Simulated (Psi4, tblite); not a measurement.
Interaction energy of C4H4O ··· C4H5N (SMILES c1ccoc1 and c1cc[nH]c1), singlet. Monomers: optimised at B3LYP-D3(BJ) (def2-TZVP), held rigid. Orientation: lowest of the rigid-body minima from ten starts at GFN2-xTB. Only R, the distance of the centres of mass, is varied, so the lowest point isn't the relaxed dimer.

Geometry at R = 3.44 Å (first 9 atoms: monomer A):
```
19

C      0.6366    -0.8023     0.0420
C     -0.7845    -0.6561    -0.0636
C     -1.0280     0.6770    -0.0723
O      0.1393     1.3716     0.0199
C      1.1427     0.4540     0.0890
H      1.1984    -1.7200     0.0775
H     -1.5193    -1.4406    -0.1244
H     -1.9247     1.2670    -0.1350
H      2.1395     0.8495     0.1669
C     -1.6733    -0.1774    -3.6315
C     -0.4988    -0.9782    -3.6174
C      0.5549    -0.1573    -3.2954
N      0.0565     1.1070    -3.1156
C     -1.2993     1.1069    -3.3177
H     -2.6759    -0.5064    -3.8469
H     -0.4354    -2.0341    -3.8201
H      1.6043    -0.3665    -3.1811
H      0.6030     1.9128    -2.8723
H     -1.8792     2.0084    -3.2229
```

- SAPT0/jun-cc-pVDZ, frozen core (Psi4)
- GFN2-xTB (tblite)

Interaction energies in kJ/mol (negative: bound); R is the distance of the centres of mass, d the O4···H18 distance.

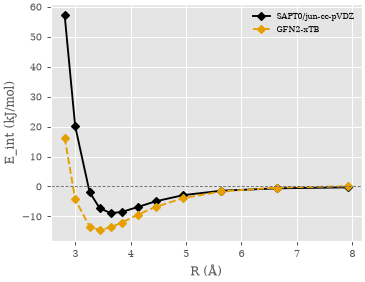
Interaction energy against separation.

```tsv
R / Å	d / Å	SAPT0/jun-cc-pVDZ	GFN2-xTB
2.81	2.40	57.16	16.31
3.00	2.58	20.08	-4.24
3.26	2.81	-1.85	-13.46
3.44	2.98	-7.22	-14.48
3.64	3.17	-8.88	-13.66
3.84	3.35	-8.51	-12.04
4.13	3.63	-6.85	-9.42
4.45	3.93	-4.97	-6.83
4.95	4.42	-2.89	-3.88
5.64	5.09	-1.42	-1.64
6.65	6.08	-0.61	-0.36
7.92	7.33	-0.29	0.07
```

Lowest grid point: SAPT0/jun-cc-pVDZ -8.88 kJ/mol at R = 3.64 Å; GFN2-xTB -14.48 kJ/mol at R = 3.44 Å.
